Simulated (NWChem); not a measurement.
# C2H2ClSi (charge −1): excited-state calculation (part 3 of 3)

C2H2ClSi, charge −1, SMILES C#C[SiH-]Cl; TDDFT (HSE03 (NWChem form))/MINI, RKS (NWChem 7.3.0). The geometry comes from this level: GFN2-xTB.

Geometry of the input (Å):
```
C  0.7587  0.5414  -1.4565
C  0.2503  0.3457  -0.3792
Si -0.0946  0.1074  1.4371
Cl -0.5134  -2.1678  1.3992
H  1.1416  0.6921  -2.4308
H  -1.5426  0.4812  1.4301
```

### What the program printed, continued
```
 Vector   27  Occ=0.000000D+00  E= 2.670902D-01
              MO Center=  3.5D-01,  2.2D-01,  3.5D-01, r^2= 4.0D+00
   Bfn.  Coefficient  Atom+Function         Bfn.  Coefficient  Atom+Function
  ----- ------------  ---------------      ----- ------------  ---------------
     7      1.002072  2 C  s                 19      0.947317  3 Si pz
     2     -0.641607  1 C  s                 29      0.566622  5 H  s
    17     -0.503763  3 Si px                13     -0.471530  3 Si s
    10      0.440031  2 C  pz                 8      0.302615  2 C  px
     3     -0.272885  1 C  px                30     -0.183657  6 H  s

 Vector   28  Occ=0.000000D+00  E= 3.342424D-01
              MO Center= -1.5D-01,  3.2D-01,  3.9D-01, r^2= 4.9D+00
   Bfn.  Coefficient  Atom+Function         Bfn.  Coefficient  Atom+Function
  ----- ------------  ---------------      ----- ------------  ---------------
    30      1.085442  6 H  s                 17      1.055478  3 Si px
     2     -0.792856  1 C  s                 29      0.688810  5 H  s
    13     -0.639539  3 Si s                  7      0.325651  2 C  s
     5      0.285329  1 C  pz                10     -0.283178  2 C  pz
     8     -0.270879  2 C  px                18     -0.182020  3 Si py

 Vector   29  Occ=0.000000D+00  E= 3.905058D-01
              MO Center=  3.8D-01,  4.5D-01, -7.8D-01, r^2= 4.6D+00
   Bfn.  Coefficient  Atom+Function         Bfn.  Coefficient  Atom+Function
  ----- ------------  ---------------      ----- ------------  ---------------
    29     -1.132984  5 H  s                  2      1.072558  1 C  s
    13     -0.825125  3 Si s                 19      0.646037  3 Si pz
    30      0.629564  6 H  s                 10      0.613506  2 C  pz
     5     -0.608379  1 C  pz                 7      0.458896  2 C  s
    17      0.431003  3 Si px                 8     -0.235887  2 C  px

 Vector   30  Occ=0.000000D+00  E= 1.078181D+00
              MO Center=  5.3D-01,  4.5D-01, -9.8D-01, r^2= 9.5D-01
   Bfn.  Coefficient  Atom+Function         Bfn.  Coefficient  Atom+Function
  ----- ------------  ---------------      ----- ------------  ---------------
     7     -1.523001  2 C  s                  5      1.512494  1 C  pz
    10      1.325308  2 C  pz                 2      1.294798  1 C  s
     3     -0.688012  1 C  px                29      0.685975  5 H  s
     8     -0.610868  2 C  px                13     -0.331910  3 Si s
    19      0.272177  3 Si pz                 4     -0.265745  1 C  py

 center of mass
 --------------
 x =  -0.18898341 y =  -1.29517203 z =   1.40408269

 moments of inertia (a.u.)
 ------------------
         860.131532255670        -137.686402129481         149.037079197473
        -137.686402129481         472.392189377011         244.566892098327
         149.037079197473         244.566892098327         530.227692641417

     Multipole analysis of the density
     ---------------------------------

     L   x y z        total         alpha         beta         nuclear
     -   - - -        -----         -----         ----         -------
     0   0 0 0     -1.000000    -23.000000    -23.000000     45.000000

     1   1 0 0      0.277120      4.295588      4.295588     -8.314057
     1   0 1 0      1.002231     27.762869     27.762869    -54.523508
     1   0 0 1     -1.710509    -30.988731    -30.988731     60.266952

     2   2 0 0    -35.814431    -39.546972    -39.546972     43.279513
     2   1 1 0     -1.437453    -39.663397    -39.663397     77.889341
     2   1 0 1      0.149756     47.029150     47.029150    -93.908545
     2   0 2 0    -40.071269   -168.654009   -168.654009    297.236749
     2   0 1 1      3.039269    101.359848    101.359848   -199.680427
     2   0 0 2    -39.424283   -169.239341   -169.239341    299.054399

  int_init: cando_txs set to always be  F
                                NWChem TDDFT Module
                                -------------------

                           C2H2ClSi HSE03 (NWChem form)

            General Information
            -------------------
           No. of orbitals :      60
            Alpha orbitals :      30
             Beta orbitals :      30
        Alpha frozen cores :       0
         Beta frozen cores :       0
     Alpha frozen virtuals :       0
      Beta frozen virtuals :       0
         Spin multiplicity :       1
    Number of AO functions :      30
        Use of symmetry is : off
      Symmetry adaption is : off
         Schwarz screening :  0.10D-07

              XC Information
              --------------
                 HSE03 Method XC Functional
              Hartree-Fock (Exact) Exchange   0.25
   PerdewBurkeErnzerhof Exchange Functional   1.00
              CAM-PBE96 Exchange Functional  -0.25
     Perdew 1991 LDA Correlation Functional   1.00 local
    PerdewBurkeErnz. Correlation Functional   1.00 non-local
           Alpha           :  0.00
           Beta            :  1.00
           Gamma           :  0.33

             TDDFT Information
             -----------------
          Calculation type : TDDFT
         Wavefunction type : Restricted singlets
          No. of electrons :      46
           Alpha electrons :      23
            Beta electrons :      23
              No. of roots :       4
          Max subspacesize :    4800
            Max iterations :     100
               Target root :       1
           Target symmetry : none
      Symmetry restriction : off
                 Algorithm : Optimal
        Davidson threshold :  0.10D-03

            Memory Information
            ------------------
          Available GA space size is         144178300 doubles
          Available MA space size is         110623612 doubles
          Length of a trial vector is          161
          Algorithm : Incore multiple tensor contraction
          Estimated peak GA usage is           3124888 doubles
          Estimated peak MA usage is             11600 doubles

    4 smallest eigenvalue differences (eV)
--------------------------------------------------------
  No. Spin  Occ  Vir  Irrep   E(Occ)    E(Vir)   E(Diff)
--------------------------------------------------------
    1    1   23   24 a        -0.012     0.116     3.501
    2    1   23   25 a        -0.012     0.166     4.852
    3    1   22   24 a        -0.075     0.116     5.209
    4    1   21   24 a        -0.085     0.116     5.484
--------------------------------------------------------

  Entering Davidson iterations

  Iter   NTrls   NConv    DeltaV     DeltaE      Time
  ----  ------  ------  ---------  ---------  ---------
    1      4       0     0.16E+00   0.10+100        1.0
    2     12       0     0.21E-01   0.20E-01        1.6
    3     20       0     0.57E-02   0.46E-03        1.6
    4     28       0     0.25E-02   0.29E-04        1.6
    5     36       0     0.81E-03   0.36E-05        1.6
    6     43       2     0.28E-03   0.25E-06        1.5
    7     47       3     0.11E-03   0.17E-07        1.0
    8     49       4     0.66E-04   0.20E-08        0.8
  ----  ------  ------  ---------  ---------  ---------
  Convergence criterion met

  Ground state a        -822.480426525160 a.u.

  ----------------------------------------------------------------------------
  Root   1 singlet a              0.135701773 a.u.                3.6926 eV
  ----------------------------------------------------------------------------
     Transition Moments    X -0.01588   Y -0.48658   Z  0.10385
     Transition Moments   XX -0.06218  XY -0.28395  XZ  0.17896
     Transition Moments   YY  0.34599  YZ -1.71824  ZZ  0.12971
     Dipole Oscillator Strength                    0.0224178720
     Electric Quadrupole                           0.0000000413
     Magnetic Dipole                               0.0000011430
     Total Oscillator Strength                     0.0224190563

          sigma_e =   2.0493 Angstrom
          sigma_h =   1.9650 Angstrom
         |d_h->e| =   1.2256 Angstrom
            d_exc =   3.0830 Angstrom
            d_CD1 =   1.3099 Angstrom
            d_CD2 =  -0.7815 Angstrom
            d_CD3 =   4.3087 Angstrom
     Pearson C.C. =   0.0072

     Occ.   20  a   ---  Virt.   24  a    0.07285 X
     Occ.   21  a   ---  Virt.   24  a   -0.09104 X
     Occ.   23  a   ---  Virt.   24  a    0.98828 X
     Occ.   23  a   ---  Virt.   24  a   -0.05998 Y
     Occ.   23  a   ---  Virt.   25  a    0.05837 X
     Occ.   23  a   ---  Virt.   26  a    0.08246 X
  ----------------------------------------------------------------------------
  Root   2 singlet a              0.187398595 a.u.                5.0994 eV
  ----------------------------------------------------------------------------
     Transition Moments    X  0.02031   Y -0.01880   Z  0.02172
     Transition Moments   XX -0.06467  XY -0.36706  XZ  0.20856
     Transition Moments   YY  0.06210  YZ  0.41387  ZZ -0.07704
     Dipole Oscillator Strength                    0.0001546103
     Electric Quadrupole                           0.0000000125
     Magnetic Dipole                               0.0000000537
     Total Oscillator Strength                     0.0001546765

          sigma_e =   2.0891 Angstrom
          sigma_h =   1.3785 Angstrom
         |d_h->e| =   2.0865 Angstrom
            d_exc =   3.2436 Angstrom
            d_CD1 =   2.7971 Angstrom
            d_CD2 =   0.3527 Angstrom
            d_CD3 =   5.3301 Angstrom
     Pearson C.C. =   0.0168

     Occ.   21  a   ---  Virt.   24  a   -0.05248 X
     Occ.   22  a   ---  Virt.   24  a    0.97440 X
     Occ.   23  a   ---  Virt.   25  a   -0.21478 X
  ----------------------------------------------------------------------------
  Root   3 singlet a              0.194525453 a.u.                5.2933 eV
  ----------------------------------------------------------------------------
     Transition Moments    X  0.24881   Y -0.08476   Z -0.57542
     Transition Moments   XX -0.14521  XY -0.01438  XZ  0.16721
     Transition Moments   YY  0.21751  YZ -1.11915  ZZ -1.20355
     Dipole Oscillator Strength                    0.0519001374
     Electric Quadrupole                           0.0000000716
     Magnetic Dipole                               0.0000003064
     Total Oscillator Strength                     0.0519005154

          sigma_e =   1.9185 Angstrom
          sigma_h =   2.0027 Angstrom
         |d_h->e| =   1.7748 Angstrom
            d_exc =   3.1944 Angstrom
            d_CD1 =   1.8591 Angstrom
            d_CD2 =  -0.1858 Angstrom
            d_CD3 =   4.9692 Angstrom
     Pearson C.C. =   0.0829

     Occ.   18  a   ---  Virt.   24  a   -0.06975 X
     Occ.   21  a   ---  Virt.   24  a    0.58563 X
     Occ.   21  a   ---  Virt.   25  a   -0.05589 X
     Occ.   22  a   ---  Virt.   24  a    0.20324 X
     Occ.   23  a   ---  Virt.   25  a    0.75803 X
     Occ.   23  a   ---  Virt.   26  a    0.13909 X
     Occ.   23  a   ---  Virt.   27  a   -0.06684 X
  ----------------------------------------------------------------------------
  Root   4 singlet a              0.204579940 a.u.                5.5669 eV
  ----------------------------------------------------------------------------
     Transition Moments    X  0.13796   Y  0.32848   Z -0.75049
     Transition Moments   XX  0.15080  XY  0.67501  XZ -0.20604
     Transition Moments   YY -0.61080  YZ  0.81891  ZZ -1.58463
     Dipole Oscillator Strength                    0.0941291579
     Electric Quadrupole                           0.0000000878
     Magnetic Dipole                               0.0000004685
     Total Oscillator Strength                     0.0941297142

          sigma_e =   2.0311 Angstrom
          sigma_h =   1.9078 Angstrom
         |d_h->e| =   1.6890 Angstrom
            d_exc =   3.2448 Angstrom
            d_CD1 =   1.8123 Angstrom
            d_CD2 =  -0.2805 Angstrom
            d_CD3 =   4.9338 Angstrom
     Pearson C.C. =   0.0115

     Occ.   17  a   ---  Virt.   27  a    0.05220 X
     Occ.   20  a   ---  Virt.   24  a   -0.27469 X
     Occ.   21  a   ---  Virt.   24  a   -0.76935 X
     Occ.   21  a   ---  Virt.   25  a   -0.07869 X
     Occ.   22  a   ---  Virt.   24  a    0.07995 X
     Occ.   23  a   ---  Virt.   24  a   -0.08033 X
     Occ.   23  a   ---  Virt.   25  a    0.54675 X
     Occ.   23  a   ---  Virt.   27  a   -0.05913 X

              Target root =      1
          Target symmetry = none
      Ground state energy =   -822.480426525160
        Excitation energy =      0.135701773377

  stored tddft:energy   -822.34472475178302
 fn_civecs: ./c2h2clsi.civecs_singlet
  open iostat                     0

  CI vectors are stored in ./c2h2clsi.civecs_singlet

                           NWChem TDDFT Gradient Module
                           ----------------------------

  int_init: cando_txs set to always be  F
 ./c2h2clsi.civecs_singlet
                           C2H2ClSi HSE03 (NWChem form)

 Calculated gradients of:
 Number of Singlet roots   1
 Singlet roots    1

 Start at time  cpu:       13.2s  wall:       13.2s

 nroot:                     1
TDDFT Energy Check(  1) =       0.13570177357854

Iterative solution of linear equations
  No. of variables      161
  No. of equations        1
  Maximum subspace       40
        Iterations      250
       Convergence  1.0D-04
        Start time     16.5

   iter   nsub   residual    time
   ----  ------  --------  ---------
     1      1    1.68D-01      17.1
     2      2    8.54D-02      17.7
     3      3    1.71D-02      18.4
     4      4    1.94D-03      19.0
     5      5    2.67D-04      19.6
     6      6    5.02D-05      20.2
  int_init: cando_txs set to always be  F
  intd_init: cando_txs set to always be  F

     Multipole analysis of the density
     ---------------------------------

     L   x y z        total
     -   - - -        -----
     0   0 0 0     -1.000000

     1   1 0 0      0.234669
     1   0 1 0      0.811687
     1   0 0 1     -0.572361

     2   2 0 0    -34.537664
     2   1 1 0     -1.373410
     2   1 0 1      2.095927
     2   0 2 0    -41.010288
     2   0 1 1      3.761194
     2   0 0 2    -37.302073

     No. of electrons (tr(P*S)):     0.4600000E+02

                         Root   1

                         TDDFT ENERGY GRADIENTS

    atom               coordinates                        gradient
                 x          y          z           x          y          z
   1 C       1.433735   1.023192  -2.752405   -0.053283  -0.021490   0.119719
   2 C       0.472998   0.653240  -0.716603    0.067062   0.016028  -0.206865
   3 Si     -0.178711   0.202938   2.715801   -0.038438  -0.021781   0.030338
   4 Cl     -0.970280  -4.096491   2.644161    0.008086   0.052173  -0.011246
   5 H       2.157349   1.307804  -4.593489   -0.031463  -0.010213   0.080639
   6 H      -2.915091   0.909317   2.702535    0.048036  -0.014716  -0.012586

 TDDFT Gradient time  cpu:       11.2s  wall:       11.2s

 Task  times  cpu:       24.4s     wall:       24.4s
 Total times  cpu:       24.4s     wall:       24.4s
```

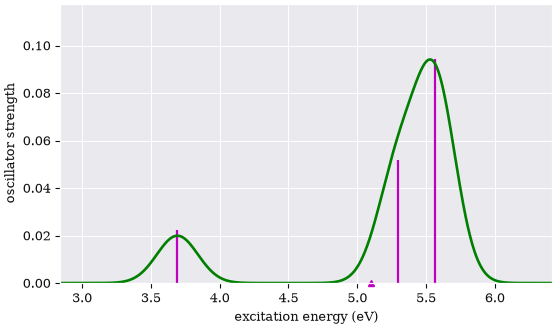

*Computed excitations as sticks (degenerate states added up, dark ones marked on the axis), with a Gaussian envelope of 0.35 eV full width at half maximum, scaled to the tallest.*

Of the 4 states the lowest lies at 3.69 eV (f = 0.022); the strongest line is at 5.57 eV, or 223 nm (f = 0.094).

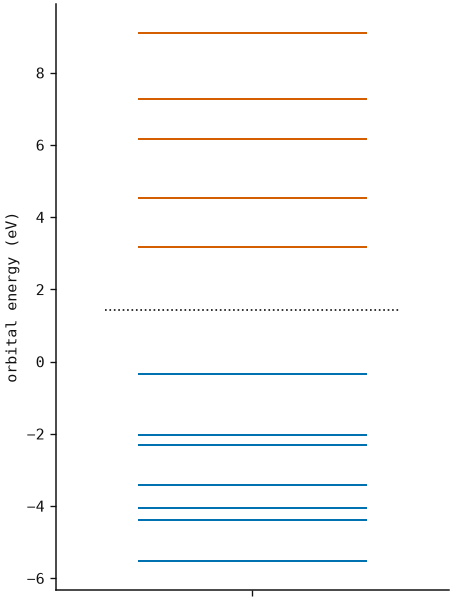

*Orbital energies near the frontier; the dotted line parts filled from empty levels, and levels within 0.02 eV of each other stand side by side.*

Highest filled −0.34 eV, lowest empty 3.16 eV, 3.50 eV apart.

### Summary

| quantity | value |
| --- | --- |
| outcome | converged |
| total energy | −822.480427 hartree |
| basis functions | 30 |
| largest force | 11.213 eV/Å |
| HOMO | −0.34 eV |
| LUMO | 3.16 eV |
| lowest excitation | 3.69 eV |
| wall time | 25 s |
| peak memory | 0.11 GiB |

### Notes

Settings chosen away from the usual ones: lindep set to 1e-07; guess set to hcore.
